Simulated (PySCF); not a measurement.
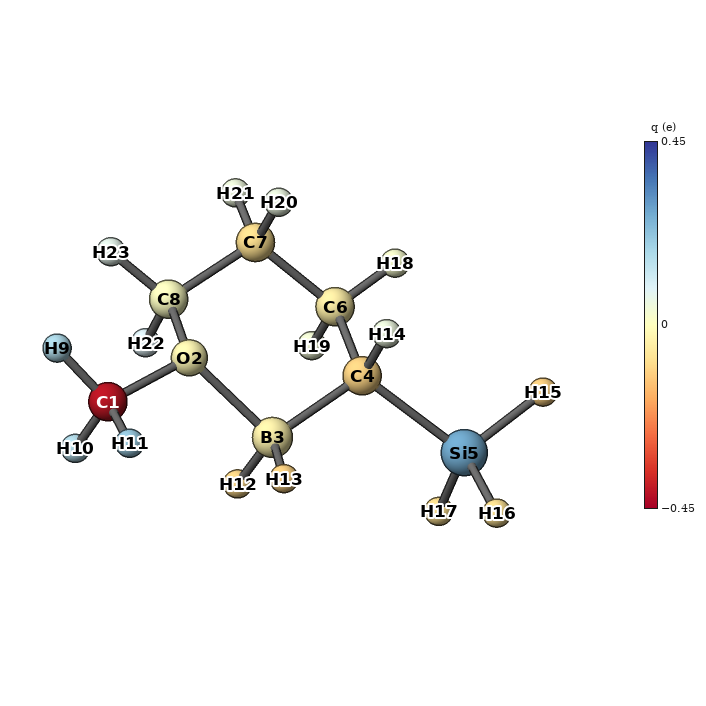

Atoms are coloured by their ESP-fitted charges. The geometry was computed by an optimisation with GFN2-xTB. No frequency run is at hand to confirm it as a minimum. Method: PBE0/pcSseg-1, gas phase (PySCF 2.14.0).

Give the ESP-fitted charges atom by atom.

```tsv
atom	value (e)
C1	−0.40
O2	−0.02
B3	−0.03
C4	−0.11
Si5	0.27
C6	−0.04
C7	−0.09
C8	0.01
H9	0.17
H10	0.16
H11	0.20
H12	−0.10
H13	−0.11
H14	0.05
H15	−0.11
H16	−0.08
H17	−0.09
H18	0.02
H19	0.04
H20	0.05
H21	0.05
H22	0.09
H23	0.07
```

The geometry is semi-empirical. Around B, Si such bond lengths and angles can be off by a tenth of an ångström or more and by several degrees, and values that hang on the shape move with them.
